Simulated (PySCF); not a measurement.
# M06-2X/STO-3G run of InCl (SMILES [Cl][In])

Aim: the vertical ionisation energy of InCl at M06-2X/STO-3G, from 2 runs. The job is set up through a Python script.

The results are computed with PySCF 2.14.0.

8 further runs of the same task are left out: 8 set aside as unsound or not needed.

### 1 Starting point

InCl has 2 atoms, charge 0, and is taken as a singlet. As SMILES, `[Cl][In]`. Geometry: a GFN2-xTB relaxation, a rough one for these elements and not checked as a minimum.

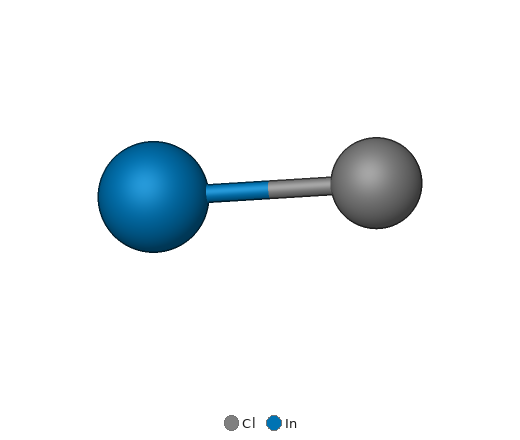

Viewed from a chosen angle; chlorine grey, indium blue.

### 2 A single-point energy at M06-2X/STO-3G

Input file job.py:

```python
from pyscf import gto, dft

mol = gto.M(
    atom='''
Cl     0.000000     0.000000     0.000000
In     0.000000     0.000000     4.508244
''',
    max_memory=1860,
    basis='sto-3g',
    verbose=4,
    unit='bohr',
)

ks = dft.RKS(mol)
ks.xc = 'm06-2x'
ks.conv_tol = 1e-10
ks.grids.level = 5
ks.kernel()
if not ks.converged:
    ks = ks.newton().run(ks.mo_coeff, ks.mo_occ)

etot = ks.e_tot
print('E(%s) = %.9f' % ('M06-2X', etot))
```

The run is started by

```bash
$ OMP_NUM_THREADS=1 python job.py
```

The program printed:

```text
PySCF version 2.14.0

[INPUT] num. atoms = 2
[INPUT] num. electrons = 66
[INPUT] charge = 0
[INPUT] spin (= nelec alpha-beta = 2S) = 0
[INPUT] symmetry False subgroup None
[INPUT] Mole.unit = bohr
[INPUT] Symbol           X                Y                Z      unit          X                Y                Z       unit  Magmom
[INPUT]  1 Cl     0.000000000000   0.000000000000   0.000000000000 AA    0.000000000000   0.000000000000   0.000000000000 Bohr   0.0
[INPUT]  2 In     0.000000000000   0.000000000000   2.385659986067 AA    0.000000000000   0.000000000000   4.508244000000 Bohr   0.0

nuclear repulsion = 184.772607693816
number of shells = 16
number of NR pGTOs = 108
number of NR cGTOs = 36
basis = sto-3g
ecp = {}

******** <class 'pyscf.dft.rks.RKS'> ********
method = RKS
initial guess = minao
damping factor = 0
level_shift factor = 0
DIIS = <class 'pyscf.scf.diis.CDIIS'>
diis_start_cycle = 1
diis_space = 8
diis_damp = 0
SCF conv_tol = 1e-10
SCF conv_tol_grad = None
SCF max_cycles = 50
direct_scf = True
direct_scf_tol = 1e-13
XC library pyscf.dft.libxc version 7.0.0
    S. Lehtola, C. Steigemann, M. J.T. Oliveira, and M. A.L. Marques.,  SoftwareX 7, 1–5 (2018)
XC functionals = m06-2x
    Y. Zhao and D. G. Truhlar.,  Theor. Chem. Acc. 120, 215 (2008)
    Y. Zhao and D. G. Truhlar.,  Theor. Chem. Acc. 120, 215 (2008)
radial grids:
    Treutler-Ahlrichs [JCP 102, 346 (1995); DOI:10.1063/1.469408] (M4) radial grids

becke partition: Becke, JCP 88, 2547 (1988); DOI:10.1063/1.454033
pruning grids: <function nwchem_prune>
grids dens level: 5
symmetrized grids: False
atomic radii adjust function: <function treutler_atomic_radii_adjust>
small_rho_cutoff = 0
Set gradient conv threshold to 1e-05
Initial guess from minao.
tot grids = 90376
init E= -6124.77733559979
  HOMO = -0.56735044377549  LUMO = -0.340350080450547  gap/eV = 6.17699
cycle= 1 E= -6140.27070871579  delta_E= -15.5  |g|= 0.25  |ddm|= 1.54
  HOMO = -0.172406636389888  LUMO = 0.0880311065911227  gap/eV = 7.08687
cycle= 2 E= -6140.28701307924  delta_E= -0.0163  |g|= 0.0372  |ddm|= 0.472
  HOMO = -0.16853950569531  LUMO = 0.0963249120583119  gap/eV = 7.20733
cycle= 3 E= -6140.28788692971  delta_E= -0.000874  |g|= 0.0151  |ddm|= 0.161
  HOMO = -0.17189172356626  LUMO = 0.0920732684396443  gap/eV = 7.18285
cycle= 4 E= -6140.28807282699  delta_E= -0.000186  |g|= 0.00211  |ddm|= 0.0521
  HOMO = -0.172003689579764  LUMO = 0.0920587002535118  gap/eV = 7.18550
cycle= 5 E= -6140.28807804437  delta_E= -5.22e-06  |g|= 0.000173  |ddm|= 0.0111
  HOMO = -0.172015974273968  LUMO = 0.092040940876779  gap/eV = 7.18535
cycle= 6 E= -6140.28807809872  delta_E= -5.44e-08  |g|= 6.03e-05  |ddm|= 0.000877
  HOMO = -0.172015976939773  LUMO = 0.0920407540989153  gap/eV = 7.18535
cycle= 7 E= -6140.28807810624  delta_E= -7.52e-09  |g|= 1.65e-06  |ddm|= 0.00045
  HOMO = -0.172016167770062  LUMO = 0.0920406316339567  gap/eV = 7.18535
cycle= 8 E= -6140.28807810624  delta_E= -2.73e-12  |g|= 3.15e-07  |ddm|= 8.92e-06
  HOMO = -0.172016160904873  LUMO = 0.0920406770034108  gap/eV = 7.18535
Extra cycle  E= -6140.28807810624  delta_E=    0  |g|= 8.67e-08  |ddm|= 1.36e-06
converged SCF energy = -6140.28807810624
E(M06-2X) = -6140.288078106
```

Run time: 3.9 s. Hardware: 1 thread of Arm Neoverse V1, shared host; peak memory 0.24 GiB.

### 3 The doublet cation

Input file calc.py:

```python
from pyscf import gto, dft

system = gto.Mole()
system.atom = 'Cl 0.000000 0.000000 0.000000; In 0.000000 0.000000 2.385660'
system.basis = 'sto-3g'
system.spin = 1
system.verbose = 3
system.charge = 1
system.max_memory = 1860
system.build()

myscf = dft.UKS(system)
myscf.xc = 'm06-2x'
myscf.grids.level = 5
myscf.conv_tol = 1e-10
myscf.kernel()
if not myscf.converged:
    myscf = myscf.newton().run(myscf.mo_coeff, myscf.mo_occ)

etot = myscf.e_tot
print('E(%s) = %.9f' % ('M06-2X', etot))
```

The run is started by

```bash
$ OMP_NUM_THREADS=1 python calc.py
```

The program printed:

```text
WARN: HOMO -0.567350444446423 >= LUMO -0.567350444446452

converged SCF energy = -6140.0522029992  <S^2> = 0.75254871  2S+1 = 2.0025471
E(M06-2X) = -6140.052202999
```

It took 8.7 s on 1 thread of Arm Neoverse V1, shared host; peak memory 0.24 GiB.

### 4 Results

At M06-2X/STO-3G:

```
                                          quantity           value
                        singlet InCl: total energy  -6140.28808 Eh
                       singlet InCl: dipole moment          3.29 D
                         singlet InCl: HOMO energy        -4.68 eV
                         singlet InCl: LUMO energy         2.50 eV
                       singlet InCl: HOMO–LUMO gap         7.19 eV
                      doublet cation: total energy  -6140.05220 Eh
doublet cation: HOMO energy (highest over α and β)       -13.20 eV
 doublet cation: LUMO energy (lowest over α and β)        -9.60 eV
                              doublet cation: ⟨S²⟩           0.753
vertical ionisation energy (to the doublet cation)        6.418 eV
```

In words: Removing an electron at fixed nuclei costs 6.42 eV (148 kcal/mol). The negative HOMO energy of the first species, 4.68 eV, lies 1.74 eV below that difference. In a minimal basis such a difference can be off by several eV, whatever the method. Relativity is left out (singlet InCl) although the molecule holds a heavy atom. Relativity is left out (doublet cation) although the molecule holds a heavy atom.
